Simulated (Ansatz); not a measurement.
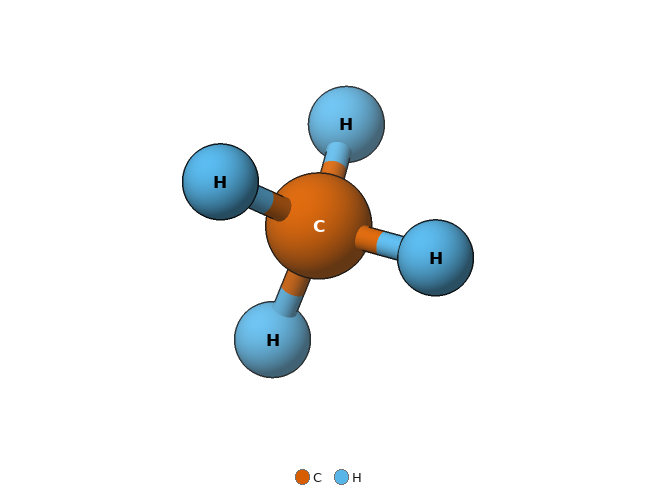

Ball-and-stick drawing of a structure.

The geometry was computed by an optimisation with PBE0-D4/def2-TZVP.

Describe the molecule.

It has 5 atoms: 1 carbon and 4 hydrogen (CH₄). This geometry has Td symmetry. Coordination: 1 C tetrahedral.

More results for the same structure follow; atom numbers are the same in all pictures, views and colours differ.

Vibrations

Harmonic vibrations computed with RKS PBE0-D4/def2-TZVP (Ansatz 0.2.0) at a stationary point of the same level.

Question: List the wavenumbers.

Answer: 9 modes: 1326, 1326, 1326, 1551, 1551, 3048, 3169, 3169, 3169 cm⁻¹.

Charges

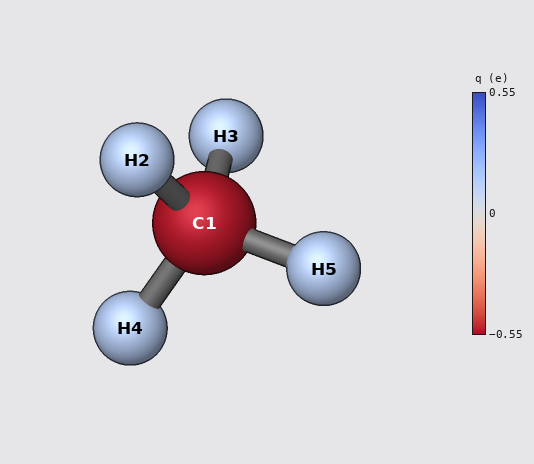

Atoms are coloured by their Mulliken charges. Level of theory: RKS PBE0-D4/def2-TZVP (Ansatz 0.2.0).

Give the Mulliken charges atom by atom.

```csv
atom,value (e)
C1,−0.53
H2,0.13
H3,0.13
H4,0.13
H5,0.13
```

Thermal motion

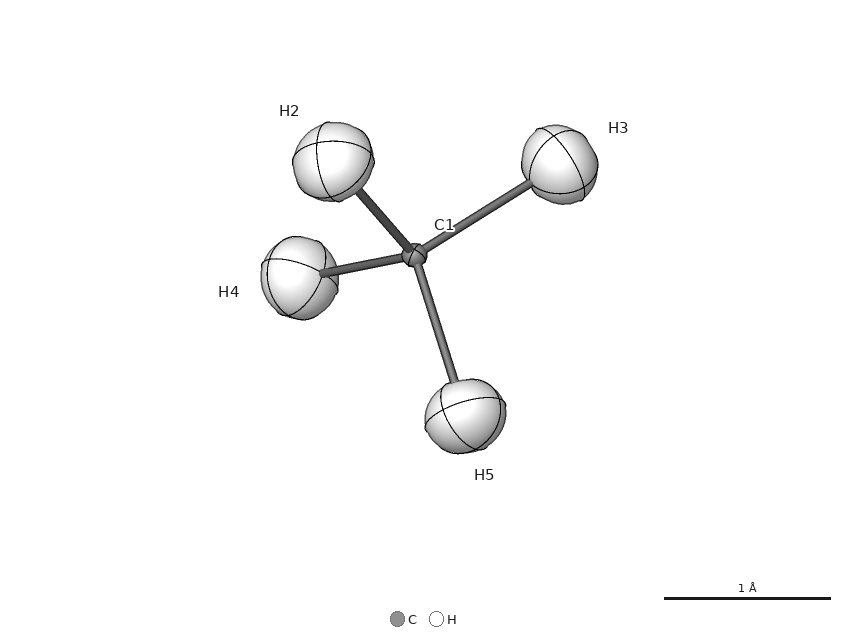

Displacement ellipsoids at the 50 % level, enlarged 2 times, from the internal vibrations of the free molecule (harmonic, no overall translation or rotation; no half-axis is drawn under 0.075 Å). Vibrations computed with RKS PBE0-D4/def2-TZVP (Ansatz 0.2.0). Temperature: 298 K.

Question: Which atom moves most?

Answer: H2, H3, H4, H5, with U_eq = 0.0061 Å².

List U_eq and the three principal root-mean-square amplitudes for each kind of atom.

| atom | U_eq (Å²) | rms amplitudes (Å) |
| --- | --- | --- |
| C1 | 0.00021 | 0.014, 0.014, 0.014 |
| H2, H3, H4, H5 | 0.0061 | 0.071, 0.082, 0.082 |

Mulliken values depend strongly on the basis set and can even reverse the polarity of a bond.
